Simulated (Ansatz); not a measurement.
# C2H4AlBS: rigid torsion scan in Python

Wanted for C2H4AlBS: a rigid torsion scan.

Computed with the Python package of Ansatz 0.2.0. The levels of theory stand in the script.

**1. The structure**

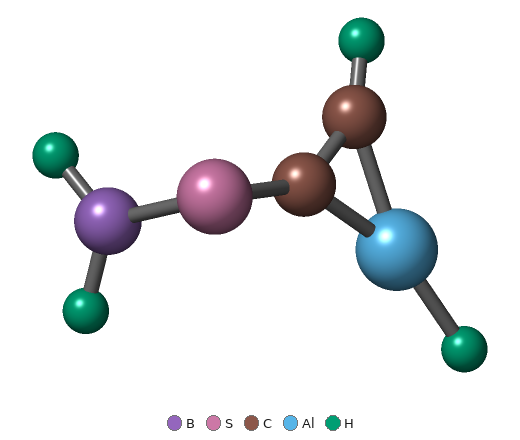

The structure that the script starts from, seen from a chosen angle (boron purple, sulfur pink, carbon brown, aluminium blue, hydrogen teal).

No structure file is read: the coordinates are typed or built in the script.

**2. The code**

Input file torsion.py:

```python
import warnings

import ansatz as az
from ase import Atoms


def main() -> None:
    warnings.simplefilter("ignore", az.DeckWarning)

    atoms = Atoms(["B", "S", "C", "C", "Al", "H", "H", "H", "H"], positions=[
        (0.334, 1.4386, -1.4734),
        (1.6589, 0.7192, -0.4529),
        (0.5017, -0.4025, 0.3482),
        (-0.0354, -1.6791, 0.3549),
        (-0.5683, -0.6698, 1.7673),
        (-0.3191, 2.4259, -1.073),
        (0.0395, 1.024, -2.5335),
        (-0.21, -2.6268, -0.1442),
        (-1.3128, -0.2759, 3.1895),
    ])

    first = (
        az.Crystal.molecule_from_ase(atoms).calculation()
        .basis(gaussian="def2-SVP")
        .functional("pbe0")
        .relax(force_tolerance=0.02, max_steps=80)
    )
    atoms.positions = first.run(threads=1, backend="cpu").report["positions_ang"]

    start = atoms.get_dihedral(2, 1, 0, 5)
    energies = {}
    for turn in range(0, 360, 30):
        turned = atoms.copy()
        turned.set_dihedral(2, 1, 0, 5, start + turn, indices=[0, 5, 6])
        job = az.Crystal.molecule_from_ase(turned).calculation().basis(gaussian="def2-SVP").correlation("mp2")
        energies[round((start + turn) % 360)] = job.run(threads=1, backend="cpu").report["free_energy_ev"]
    floor = min(energies.values())
    print("dihedral C2-S1-B0-H5 (deg)   E - E(min) (kcal/mol)")
    for angle, e in sorted(energies.items()):
        print(f"{angle:8d} {23.060548 * (e - floor):14.3f}  " + "#" * int(30 * (e - floor) / max(max(energies.values()) - floor, 1e-9)))


if __name__ == "__main__":
    main()
```

**3. The run**

The run is started by

```bash
> python torsion.py
```

Standard output:

```text
dihedral C2-S1-B0-H5 (deg)   E - E(min) (kcal/mol)
      30          4.722  #####
      60         16.292  ####################
      90         23.898  #############################
     120         16.485  ####################
     150          5.074  ######
     180          0.418
     210          5.066  ######
     240         16.473  ####################
     270         23.898  ##############################
     300         16.304  ####################
     330          4.731  #####
     360          0.000
```

Wall time 1.7 min (1 thread of Arm Neoverse V2, shared host); peak memory 0.28 GiB.

Lines on the test bed's own set-up are left out of the output.

**4. Path of the relaxation of run 0**

Relaxation path:

```
step  energy from step 1 (eV)  largest force component (eV/Å)
   1                   0.0000                          3.4049
   2                  -0.4823                          1.0096
   3                  -0.7134                          0.7130
   4                  -0.8607                          1.0895
   5                  -0.9963                          1.4855
   6                  -1.1748                          1.1799
   7                  -1.3516                          0.6338
   8                  -1.4909                          0.4184
   9                  -1.6072                          0.3079
  10                  -1.6913                          0.2615
  11                  -1.7368                          0.9014
  12                  -1.7858                          0.1795
  13                  -1.8111                          0.2252
  14                  -1.8110                          0.5054
  15                  -1.8170                          0.0745
  16                  -1.8205                          0.1161
  17                  -1.8241                          0.0173
  18                  -1.8244                          0.0510
  19                  -1.8244                          0.0638
  20                  -1.8245                          0.0227
  21                  -1.8245                          0.0341
  22                  -1.8245                          0.0028
```

Step 1 is the start. Steps 14, 21 were tried and not accepted.

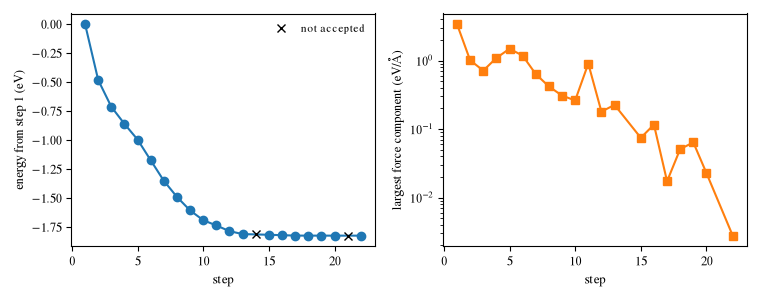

Energy and largest force along the relaxation.

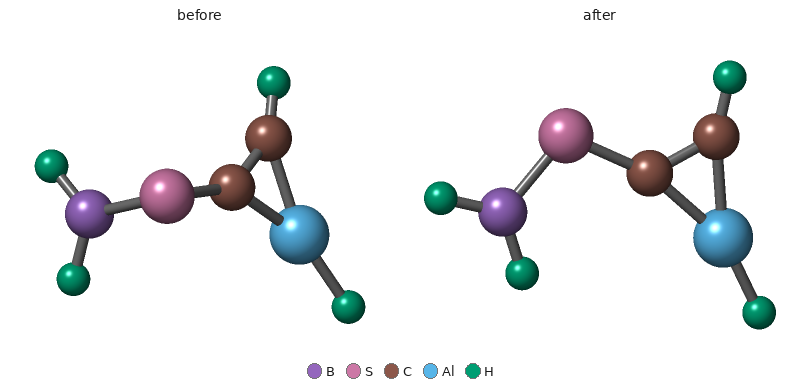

Before and after, at one scale.

Before: Bond lengths: B1–S2 1.821 Å, S2–C3 1.800 Å, C3–C4 1.385 Å, C3–Al5 1.797 Å, C4–Al5 1.816 Å, B1–H6 1.250 Å, B1–H7 1.176 Å, C4–H8 1.085 Å, Al5–H9 1.653 Å. Angles: B1–S2–C3 91.6°, S2–B1–H6 120.9°, S2–B1–H7 123.3°, H6–B1–H7 115.9°, S2–C3–C4 145.7°, S2–C3–Al5 145.8°, C4–C3–Al5 68.2°, C3–C4–Al5 66.8°, C3–C4–H8 149.9°, Al5–C4–H8 142.7°, C3–Al5–C4 45.1°, C3–Al5–H9 155.8°, C4–Al5–H9 159.0°.

After: Bond lengths: B1–S2 1.768 Å, S2–C3 1.760 Å, C3–C4 1.372 Å, C3–Al5 1.873 Å, C4–Al5 1.866 Å, B1–H6 1.205 Å, B1–H7 1.205 Å, C4–H8 1.098 Å, Al5–H9 1.570 Å. Angles: B1–S2–C3 105.0°, S2–B1–H6 120.6°, S2–B1–H7 115.8°, H6–B1–H7 123.6°, S2–C3–C4 127.8°, S2–C3–Al5 164.0°, C4–C3–Al5 68.2°, C3–C4–Al5 68.7°, C3–C4–H8 128.7°, Al5–C4–H8 162.6°, C3–Al5–C4 43.1°, C3–Al5–H9 158.3°, C4–Al5–H9 158.7°.

Run 0 is this relaxation; the runs after it count from 1.

**5. What each run gave**

The 12 runs, in the order started:

```csv
run,turn (°),energy from run 1 (eV),iterations in all,CPU time (s)
1,0,0.0000,15,1.2
2,30,0.2048,15,1.2
3,60,0.7065,12,1.1
4,90,1.0363,15,1.1
5,120,0.7148,15,1.1
6,150,0.2200,15,1.2
7,180,0.0181,15,1.1
8,210,0.2197,15,1.2
9,240,0.7143,12,1.1
10,270,1.0363,15,1.1
11,300,0.7070,15,1.1
12,330,0.2052,15,1.1
```

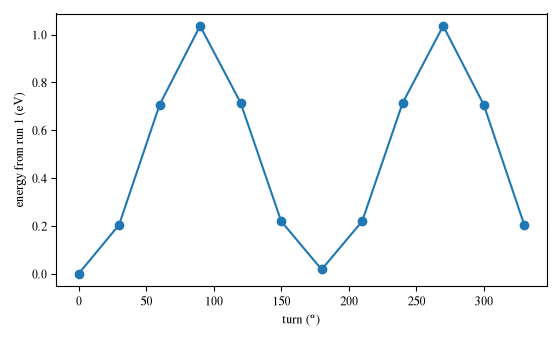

Energy against turn; lines join the points.

**6. What came out**

| quantity | value |
| --- | --- |
| runs compared | 12 |
| range of energy | 1.036 eV |
| lowest point, turn (°) | 0 |

In words: The lowest point lies at a turn of 0°, the highest 1.036 eV (100.0 kJ/mol) above it at 270°. The grid can miss the true lowest and highest points, and the rest of the molecule is held rigid. Run 0: The relaxation took 19 moves; the largest shift is 1.597 Å, of atom 2 (S). So large a move can change the bonding: the results belong to the relaxed structure. The scan is rigid and the energies are electronic, in a modest basis. With rigid groups the curve can differ much from the relaxed path, the start wasn't checked as a minimum of this torsion, and equivalent turns needn't return to the same energy. The start is relaxed with a density functional and scanned with the wavefunction method, so it isn't exactly that method's minimum.
